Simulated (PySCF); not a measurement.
# C₃H₈NS, doublet, SMILES `CC[C](N)S`: electronic structure

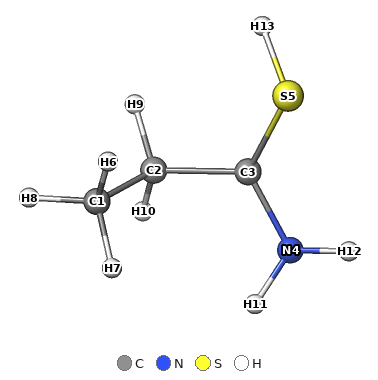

The molecule, with its atoms numbered as below. No frequency check shows the geometry to be a minimum.

Coordinates in Å:

```
C1      -1.9166    0.6528    0.5294
C2      -1.1634    0.1438   -0.7085
C3       0.1666   -0.4523   -0.3829
N4       0.1930   -1.7421    0.1081
S5       1.4573    0.6317    0.1562
H6      -1.3221    1.4028    1.0463
H7      -2.1172   -0.1631    1.2212
H8      -2.8646    1.0983    0.2379
H9      -1.0225    0.9786   -1.4001
H10     -1.7626   -0.6188   -1.2121
H11     -0.6172   -2.0585    0.6279
H12      1.0671   -2.0172    0.5302
H13      1.4524    1.4005   -0.9357
```

## 1. Bonding charge

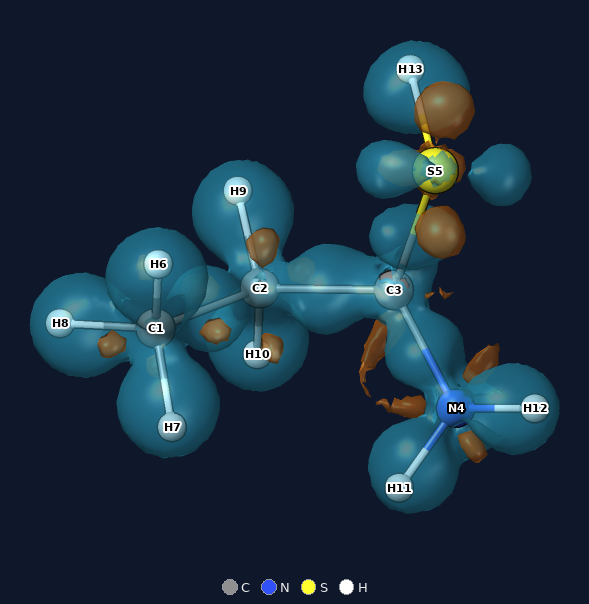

Deformation density (molecule less spherical, spin-averaged free atoms at the same positions), surfaces at ±0.1 e/Å³; light blue: gain, orange: loss.

Method: BP86/def2-TZVP; geometry: GFN2-xTB; program: PySCF. The stability of the open-shell solution wasn't checked. GFN2-xTB doesn't know the spin state, so this open-shell geometry is rough.

Q: Describe the bonding that the map shows.

A: The five largest and four smallest: N4–H12: +0.81 e/Å³ at the bond critical point (bond length 1.01 Å, Mayer order 0.9). N4–H11: +0.78 e/Å³ at the bond critical point (bond length 1.01 Å, Mayer order 0.9). C1–H6: +0.69 e/Å³ at the bond critical point (bond length 1.09 Å, Mayer order 1.0). C2–H9: +0.68 e/Å³ at the bond critical point (bond length 1.09 Å, Mayer order 1.0). C2–H10: +0.68 e/Å³ at the bond critical point (bond length 1.09 Å, Mayer order 1.0). S5–H13: +0.43 e/Å³ at the bond critical point (bond length 1.33 Å, Mayer order 1.0). C1–C2: +0.42 e/Å³ at the bond critical point (bond length 1.54 Å, Mayer order 1.0). C3–N4: +0.39 e/Å³ at the bond critical point (bond length 1.38 Å, Mayer order 1.2). C3–S5: +0.29 e/Å³ at the bond critical point (bond length 1.77 Å, Mayer order 1.1). In all, 2.6 electrons gather in the regions of gain relative to the promolecule.

Q: Where do the Hirshfeld charges lie?

A: The highest Hirshfeld charge is on H12 (+0.12 e), the lowest on N4 (−0.18 e).

```tsv
atom	charge (e)
C1	−0.11
C2	−0.07
C3	−0.01
N4	−0.18
S5	−0.06
H6	+0.03
H7	+0.03
H8	+0.04
H9	+0.04
H10	+0.04
H11	+0.12
H12	+0.12
H13	+0.04
```

## 2. Bond critical points

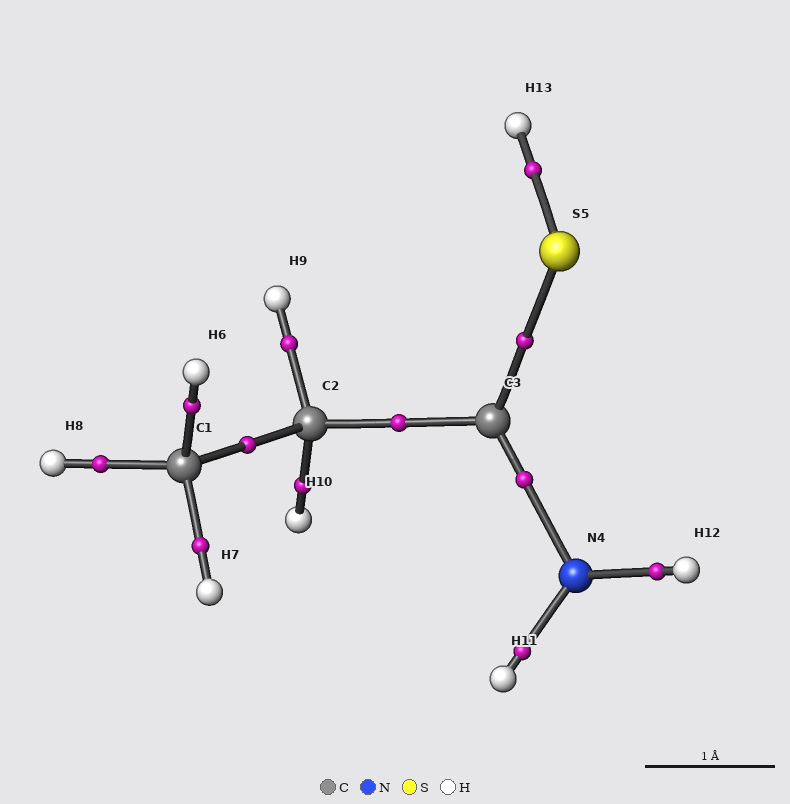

Molecular graph of the electron density (QTAIM): bond paths, bond critical points (magenta), ring points (cyan, if any); weak paths are dashed.

Q: How many critical points of each kind are there, and does the count close?

A: 13 nuclei, 12 bond, 0 ring and 0 cage critical points: 13 − 12 + 0 − 0 = 1, as the Poincaré–Hopf relation requires.

Q: Tabulate density, Laplacian, ellipticity and energy density at the bond critical points (atomic units).

A:
| bond | length (Å) | ρ (a.u.) | ∇²ρ (a.u.) | ε | H (a.u.) |
| --- | --- | --- | --- | --- | --- |
| N4–H12 | 1.009 | 0.340 | −1.68 | 0.04 | −0.478 |
| N4–H11 | 1.013 | 0.334 | −1.59 | 0.04 | −0.458 |
| C3–N4 | 1.380 | 0.307 | −0.90 | 0.21 | −0.418 |
| C1–H6 | 1.088 | 0.279 | −0.94 | 0.01 | −0.278 |
| C1–H8 | 1.087 | 0.277 | −0.93 | 0.01 | −0.277 |
| C1–H7 | 1.088 | 0.276 | −0.92 | 0.01 | −0.276 |
| C2–H9 | 1.093 | 0.276 | −0.93 | 0.01 | −0.275 |
| C2–H10 | 1.093 | 0.276 | −0.93 | 0.01 | −0.275 |
| C2–C3 | 1.493 | 0.260 | −0.65 | 0.07 | −0.233 |
| C1–C2 | 1.536 | 0.236 | −0.54 | 0.01 | −0.195 |
| S5–H13 | 1.335 | 0.218 | −0.64 | 0.11 | −0.208 |
| C3–S5 | 1.770 | 0.194 | −0.32 | 0.18 | −0.144 |

Q: What kind of interaction is C3–N4?

A: Shared-shell (covalent): ρ = 0.307, ∇²ρ = −0.90, H = −0.418 a.u. Its ellipticity of 0.21 shows that the density isn't cylindrical about the bond.

## 3. Local ionisation energy

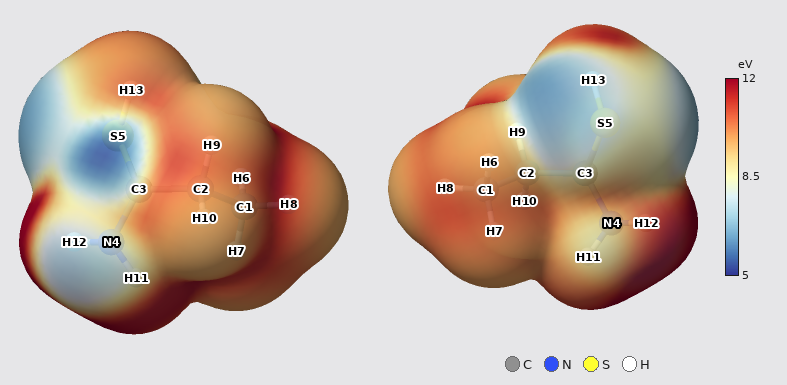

Average local ionisation energy on the surface of electron density 0.001 a.u. (back view left, front view right).

Q: Where are the most loosely bound electrons on this surface?

A: The lowest value is 5.4 eV, 2.1 Å from C3. Further minima include 6.3 eV, about equally far (2.3 Å) from S5 and H6; 7.0 eV, 2.0 Å from N4; 8.6 eV, near H12 (1.83 Å), H11 (1.88 Å) and N4 (1.99 Å). For comparison, the highest occupied orbital lies at −3.0 eV.

Q: What volume does the surface enclose, and what is the dipole moment?

A: About 131 Å³; the dipole moment is 1.3 D.

## 4. Spin density

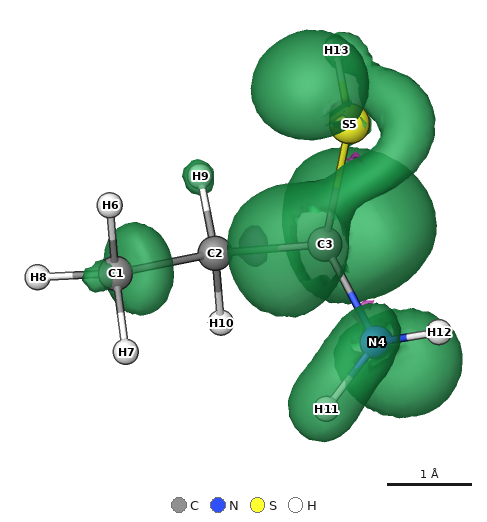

Spin density ρα − ρβ at ±0.02 e/Å³ (green: excess α, purple: excess β).

Q: Give the atomic spin populations that go with this picture.

A: Hirshfeld spin populations: C3 +0.50, S5 +0.17 and N4 +0.17. ⟨S²⟩ = 0.75, as for a pure state.

## 5. In an electric field

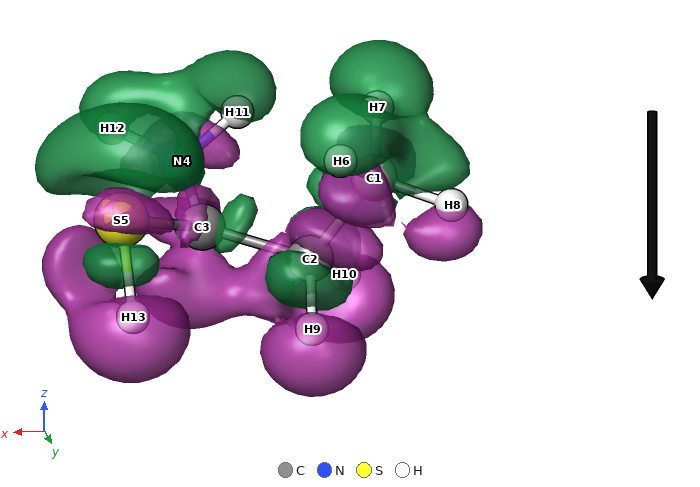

Change of the electron density in a uniform field of 0.41 V/Å along −z (arrow), surfaces at ±0.003 e/Å³ (green: gain, purple: loss).

Method: CAM-B3LYP/def2-SVPD; geometry: GFN2-xTB; program: PySCF. The stability of the open-shell solution wasn't checked. GFN2-xTB doesn't know the spin state, so this open-shell geometry is rough.

The field was applied in both directions; the picture shows the one opposite to the script's first.

Q: How large is the response?

A: The induced dipole is 1.21 D (along the field); α along this axis, from the fields in both directions, is 59 bohr³ (8.8 Å³).

## 6. Removing or adding an electron

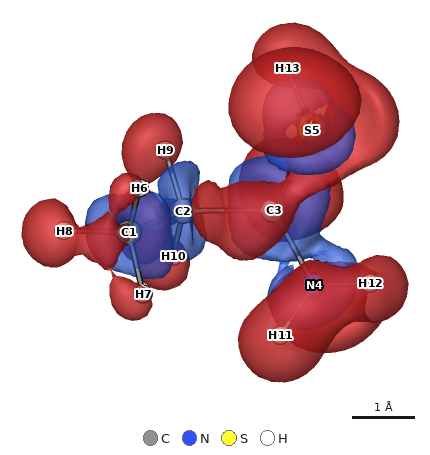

Fukui function f⁻ = ρ(N) − ρ(N−1) at fixed geometry, surfaces at ±0.015 e/Å³ (red positive, blue negative).

PySCF calculation, BLYP/def2-SVPD, gas phase; geometry: GFN2-xTB. GFN2-xTB doesn't know the spin state, so this open-shell geometry is rough.

Q: On which atoms does the density change most on removal of an electron?

A: f⁻ (Hirshfeld-condensed) is largest on S5 (0.27) and C3 (0.17); the vertical ionisation energy is 5.92 eV (to the singlet cation, which needn't be its lowest state). Condensed values hint at sites of electrophilic attack but needn't mark the atom that reacts. Orbital relaxation makes it negative in places (0.21 e in all).

| atom | f⁻ | charge |
| --- | --- | --- |
| C1 | +0.04 | −0.09 |
| C2 | +0.03 | −0.06 |
| C3 | +0.17 | −0.01 |
| N4 | +0.12 | −0.15 |
| S5 | +0.27 | −0.07 |
| H6 | +0.02 | +0.02 |
| H7 | +0.02 | +0.02 |
| H8 | +0.04 | +0.03 |
| H9 | +0.04 | +0.03 |
| H10 | +0.04 | +0.03 |
| H11 | +0.07 | +0.10 |
| H12 | +0.06 | +0.11 |
| H13 | +0.06 | +0.04 |

The PySCF runs shown took 75 s, 2.5 min and 120 s on 1 thread of Arm Neoverse V2, on a shared host.
